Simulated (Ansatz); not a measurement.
**Al$_{4}$Ga$_{4}$: density, localisation and related maps**

```yaml
atoms:
  - { symbol: Al, position_ang: [-1.8471, -0.3368, 0.5493] }
  - { symbol: Al, position_ang: [1.1791, -0.4959, -2.5920] }
  - { symbol: Al, position_ang: [-0.5568, -1.6919, -1.1843] }
  - { symbol: Al, position_ang: [-0.5462, 1.0929, -1.1968] }
  - { symbol: Ga, position_ang: [0.5279, 1.5067, 1.0921] }
  - { symbol: Ga, position_ang: [2.0756, 0.1601, -0.3476] }
  - { symbol: Ga, position_ang: [-1.4954, 1.2067, 2.5652] }
  - { symbol: Ga, position_ang: [0.6629, -1.4417, 1.1141] }
```

Geometry: PBE0-D4/def2-SVP.

The calculation used RKS PBE0-D4/def2-TZVP (Ansatz).

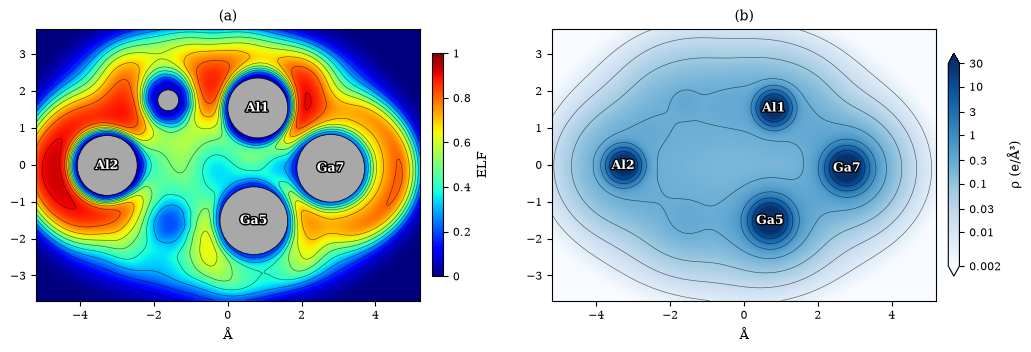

Figure 1. (a) electron localisation function; (b) total electron density on the plane of atoms Al1, Ga7 and Ga5. Grey discs cover the atomic cores in the ELF map.

**Describe what can be read from this map.**

The section cuts through Al and Ga sites. Ga–Ga (2.52 Å): the density is about 0.34 e/Å³ at the midpoint; the ELF reaches about 0.55 near the midpoint. Al–Ga (2.56 Å): ρ is about 0.31 e/Å³ halfway; the ELF peaks at about 0.70 between the atoms. The ELF also peaks beside Al2, away from the bonds: lone-pair regions.

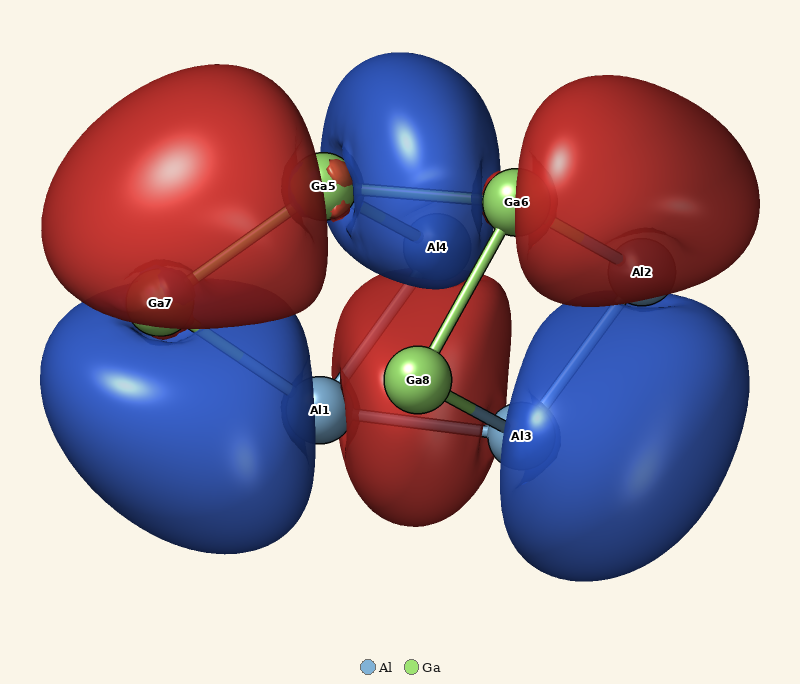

Figure 2. One frontier orbital at ±0.04 Å⁻³ᐟ² (blue and red are the two phases), seen at a tilt.

**Which orbital is it: HOMO or LUMO?**

The HOMO, at −5.16 eV. By Hirshfeld shares it lies mainly on Ga7 (about 20 %), Al1 (about 15 %), Ga5 (about 15 %), Al3 (about 15 %), Al2 (about 10 %) and Ga6 (about 10 %).

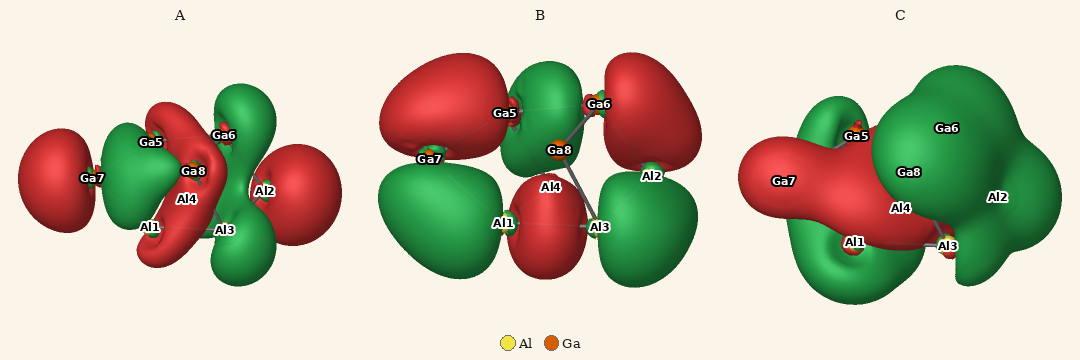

Figure 3. Three frontier orbitals at ±0.05 Å⁻³ᐟ² (green and red are the two phases), in no order.

**Order the three orbitals by energy and name them.**

C is the HOMO−1 (−5.66 eV). It lies mainly on Al4 (about 20 %), Ga8 (about 20 %), Ga6 (about 15 %), Al1 (about 15 %), Al2 (about 10 %) and Ga5 (about 10 %). B is the HOMO (−5.16 eV). By Hirshfeld shares it lies mainly on Ga7 (about 20 %), Al1 (about 15 %), Ga5 (about 15 %), Al3 (about 15 %), Al2 (about 10 %) and Ga6 (about 10 %). A is the LUMO (−3.08 eV). It lies mainly on Al2 (about 30 %), Ga7 (about 25 %), Al3 (about 10 %), Ga6 (about 10 %), Al1 (about 5 %) and Ga5 (about 5 %).

**What is the HOMO–LUMO gap?**

2.08 eV between the orbital energies.
